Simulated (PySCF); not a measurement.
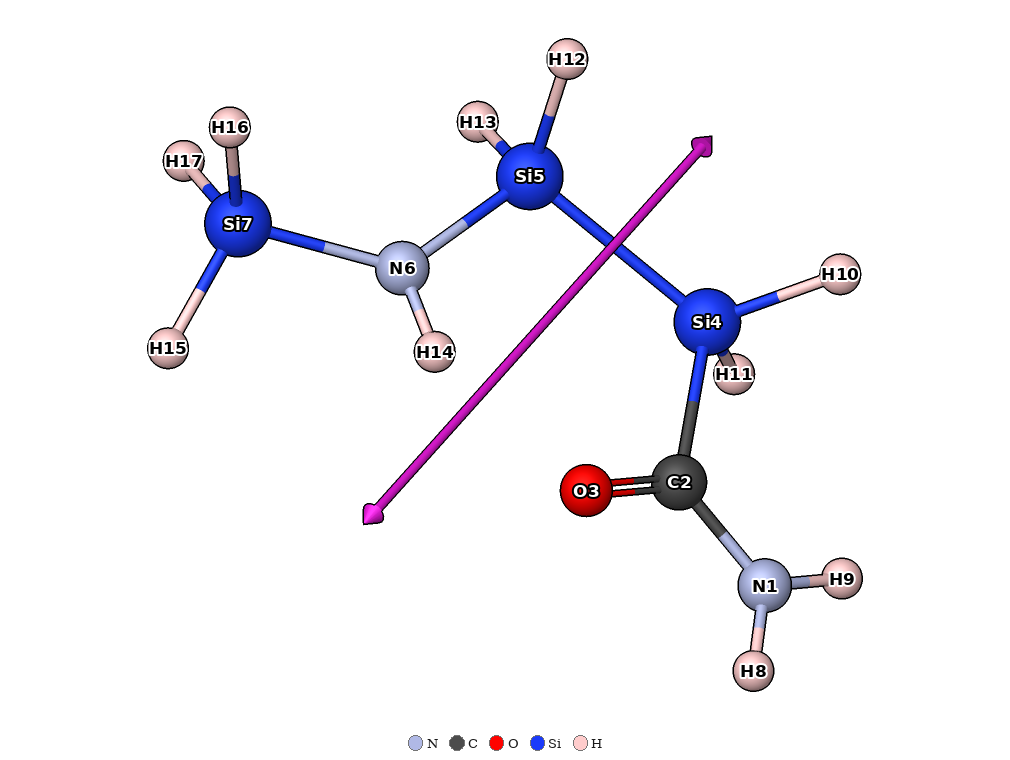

The double arrow shows the direction of the transition dipole to excited singlet state 6 (its length means nothing). The geometry was computed by an optimisation with GFN2-xTB. No frequency run is at hand to confirm it as a minimum. Level of theory: TDDFT CAM-B3LYP/def2-SVPD, vertical, gas phase, core orbitals frozen in the response (PySCF 2.14.0).

Question. Give its energy, strength and character.

Answer. 6.80 eV (182 nm), oscillator strength 0.035, mainly HOMO−1 → LUMO+2 (weight 0.53); transition dipole 1.17 D.

The geometry is semi-empirical. Around Si such bond lengths and angles can be off by a tenth of an ångström or more and by several degrees, and values that hang on the shape move with them.
